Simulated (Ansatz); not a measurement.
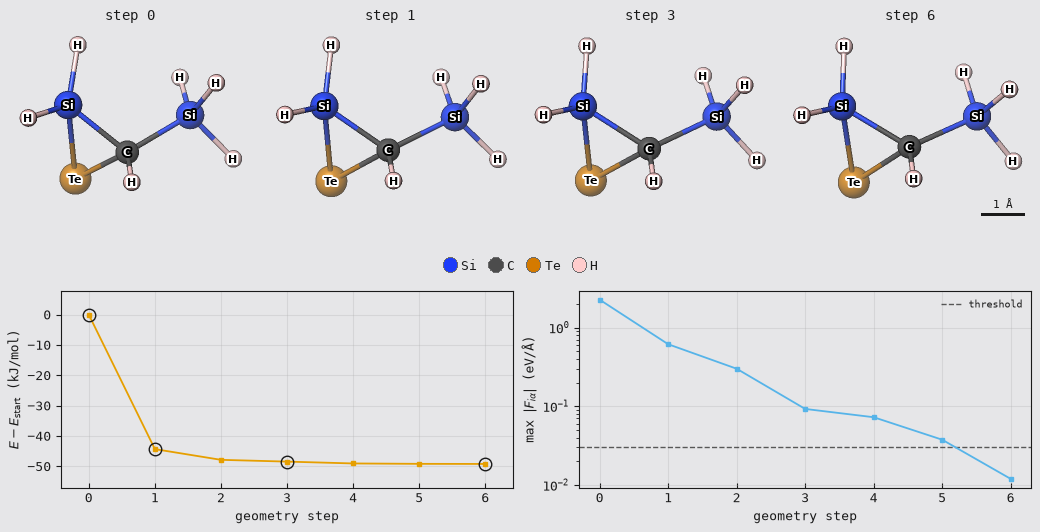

Frames of a relaxation of CH6Si2Te (coarse preliminary run), marked on the history of the run. Style: ball-and-stick. Shown at a tilt.

The start comes from a force field.

Theory: Ansatz, RKS PBE-D4/def2-SVP.

The input:
```yaml
crystal:
  periodic: [false, false, false]
  atoms:
    - {symbol: Si, position_ang: [-0.720000, 1.182800, 0.179800]}
    - {symbol: C, position_ang: [0.025200, -0.190700, -0.754100]}
    - {symbol: Si, position_ang: [1.027500, -1.238800, 0.316500]}
    - {symbol: Te, position_ang: [-1.079500, -1.949600, -0.693600]}
    - {symbol: H, position_ang: [-1.841600, 1.791000, -0.674100]}
    - {symbol: H, position_ang: [-1.332700, 0.763200, 1.437500]}
    - {symbol: H, position_ang: [0.268400, 2.262800, 0.444700]}
    - {symbol: H, position_ang: [0.522200, 0.059700, -1.745100]}
    - {symbol: H, position_ang: [0.977400, -0.913700, 1.808000]}
    - {symbol: H, position_ang: [2.236100, -1.817900, -0.316600]}
basis:
  gaussian: {orbitals: def2-SVP}
hamiltonian: {xc: pbe, dispersion: d4}
relax: {f_tol: 0.03, max_steps: 200}
```

Run as
```bash
ansatz run in.yaml --threads 4 --pin off --events-out ev --progress --plain --max-ram 10444MiB
```

What happens along the run?

After 6 geometry steps the energy has fallen by 49.2 kJ/mol. Largest force component: 2.3 eV/Å at the start, 0.012 eV/Å at the end. H7 moves most after the best rigid fit: 0.35 Å. By element the largest moves are H 0.35 Å, C 0.17 Å, Si 0.17 Å, Te 0.10 Å. Near-neighbour distances that change, for instance: C2–Te4 2.078 → 2.293 Å, C2–Si3 1.803 → 1.868 Å, Si1–C2 1.820 → 1.880 Å, Si1–H6 1.461 → 1.503 Å. Among the angles between lasting bonds that change: Si1–C2–Si3 111.2° → 122.2°, H9–Si3–H10 121.8° → 113.2°, Te4–C2–H8 116.4° → 109.2°. From step 0 to 1: H9 moves most (0.17 Å), energy −44.3 kJ/mol. From step 1 to 3: H9 moves most (0.12 Å), energy −4.11 kJ/mol. From step 3 to 6: H7 moves most (0.15 Å), energy −0.77 kJ/mol.

```
step  E − E(0), kJ/mol  largest force component, eV/Å
   0              0.00                         2.2561
   1            -44.33                         0.6131
   2            -47.86                         0.2994
   3            -48.44                         0.0924
   4            -49.05                         0.0725
   5            -49.18                         0.0376
   6            -49.21                         0.0119
```
